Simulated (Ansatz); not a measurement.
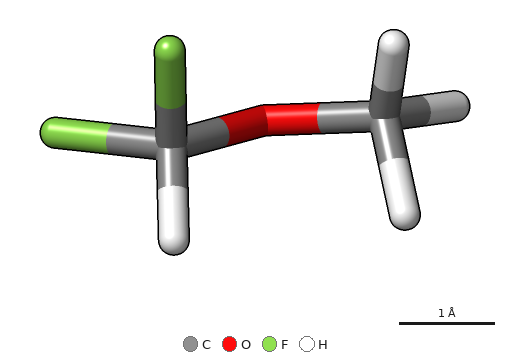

This is the input geometry for a relaxation of C2H4F2O (coarse preliminary run). Style: stick. Shown at a tilt.

The start comes from a force field.

These are results of RKS PBE-D4/def2-SVP (Ansatz 0.2.0), not measurements.

Input file:
```yaml
crystal:
  periodic: [false, false, false]
  atoms:
    - {symbol: C, position_ang: [-0.520600, -0.415800, -0.975900]}
    - {symbol: O, position_ang: [0.662700, 0.113700, -0.493400]}
    - {symbol: C, position_ang: [0.544900, 0.416600, 0.873700]}
    - {symbol: F, position_ang: [0.325600, -0.703800, 1.555000]}
    - {symbol: F, position_ang: [1.811300, 0.780300, 1.288700]}
    - {symbol: H, position_ang: [-1.365300, 0.380000, -0.834300]}
    - {symbol: H, position_ang: [-0.437100, -0.544100, -2.057900]}
    - {symbol: H, position_ang: [-0.794600, -1.301600, -0.515400]}
    - {symbol: H, position_ang: [-0.138500, 1.228400, 1.142500]}
basis:
  gaussian: {orbitals: def2-SVP}
hamiltonian: {xc: pbe, dispersion: d4}
relax: {f_tol: 0.03, max_steps: 200}
```

What does the optimiser find from here?

The largest move after the best rigid fit is that of F5, 0.12 Å. Largest moves by element: F 0.12 Å, H 0.12 Å, O 0.08 Å, C 0.08 Å. Near-neighbour distances that change, for instance: C1–H8 1.035 → 1.111 Å, C1–H6 1.169 → 1.115 Å, C3–F4 1.329 → 1.374 Å, O2–C3 1.405 → 1.364 Å. Bond angles that change, for instance: F4–C3–H9 113.3° → 107.2°, F4–C3–F5 102.7° → 108.0°, H6–C1–H7 104.8° → 108.8°. Over 5 geometry steps the energy falls by 8.95 kcal/mol. Largest force component: 3.5 eV/Å at the start, 0.024 eV/Å at the end.

History of the run:

```tsv
step	E − E(0), kcal/mol	largest force component, eV/Å
0	0.00	3.5440
1	-7.48	1.2560
2	-8.77	0.3659
3	-8.93	0.0754
4	-8.95	0.0331
5	-8.95	0.0237
```

The structure at the end:

```xyz
9

C    -0.5590   -0.3650   -0.9953
O     0.6799    0.0537   -0.4359
C     0.6141    0.3875    0.8846
F     0.3767   -0.7198    1.6631
F     1.8147    0.8892    1.2312
H    -1.3492    0.4111   -0.8651
H    -0.3869   -0.5211   -2.0761
H    -0.9117   -1.3146   -0.5390
H    -0.1902    1.1327    1.1156
```

After the run, drawn alike:

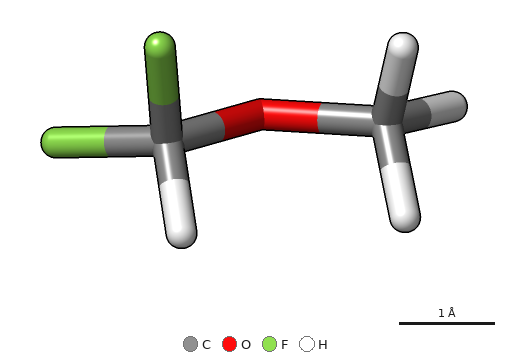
